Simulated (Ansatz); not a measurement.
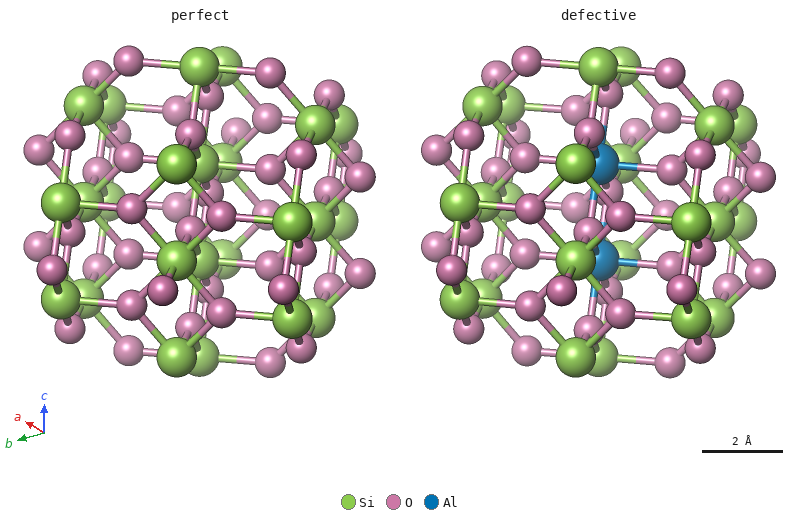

Left: perfect SiO₂. Right: the same region with a pair of point defects, after relaxing the atoms in a supercell of 72 sites. A ball-and-stick model of the atoms within 5.1 Å of one point, seen from a free direction.

These are results of DFT, PBEsol, PAW, plane waves in Ansatz 0.2.0, not measurements. Settings: plane-wave cutoff 420 eV; k-point mesh 1 × 1 × 1; mesh shifted by (0.25, 0.25, 0.25); collinear spin. Fermi-Dirac smearing of 0.01 eV. The axes drawn are those of the host's conventional cell.

Q: Which defect is it?

A: Two silicon atoms are replaced by aluminium, the two sites 2.7 Å apart.

The charge state of the cell is 0.

Q: How does the lattice respond?

A: One site: in the host the Si atom has 6 O at 1.77 to 1.81 Å; the Al atom ends with 6 O at 1.82 to 1.88 Å. The other site: in the host the Si atom has 6 O at 1.77 to 1.81 Å; the Al atom ends with 6 O at 1.82 to 1.88 Å. Of the host's atoms, an oxygen atom moves furthest from its site, by 0.08 Å. The cell ends without a net magnetic moment.

Limits of the set-up: the periodic images lie only 8.0 Å apart, so the values are limited by the cell's size.
